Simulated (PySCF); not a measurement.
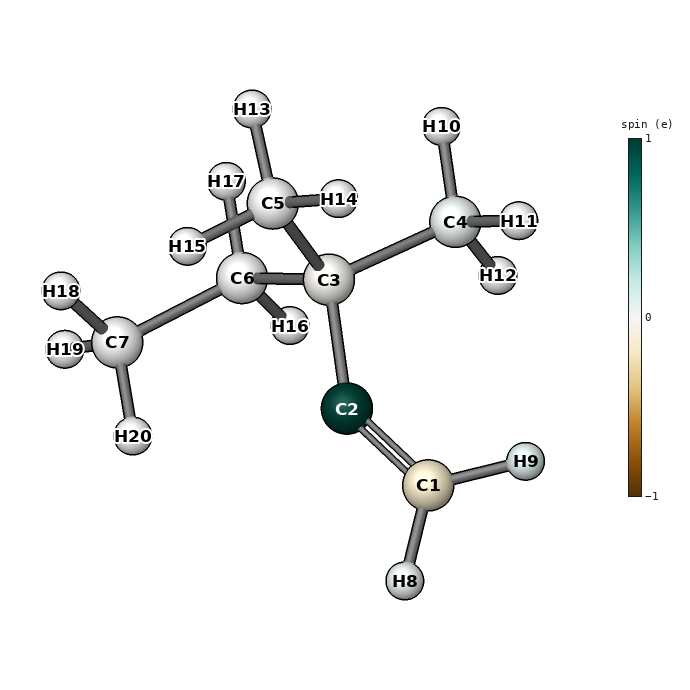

Atoms are coloured by their Mulliken spin populations. The species is neutral and a spin doublet. The computed structure is the end point of a GFN2-xTB optimisation. No frequency run is at hand to confirm it as a minimum. Method: UKS B3LYP, pcH-1 on C H, non-relativistic (PySCF 2.14.0).

Q: Which atom carries the largest spin population?

A: C2 (0.98 e).

Q: Which atom has the lowest spin population?

A: C1 (−0.16 e); a negative value comes from spin polarisation.

List the Mulliken spin populations.

| atom | value (e) |
| --- | --- |
| C1 | −0.16 |
| C2 | 0.98 |
| C3 | −0.04 |
| C4 | 0.04 |
| C5 | 0.00 |
| C6 | 0.01 |
| C7 | 0.01 |
| H8 | 0.05 |
| H9 | 0.10 |
| H10 | 0.01 |
| H11 | 0.00 |
| H12 | 0.00 |
| H13 | 0.00 |
| H14 | 0.00 |
| H15 | 0.00 |
| H16 | 0.00 |
| H17 | 0.00 |
| H18 | 0.00 |
| H19 | 0.00 |
| H20 | 0.00 |

Mulliken values depend strongly on the basis set.
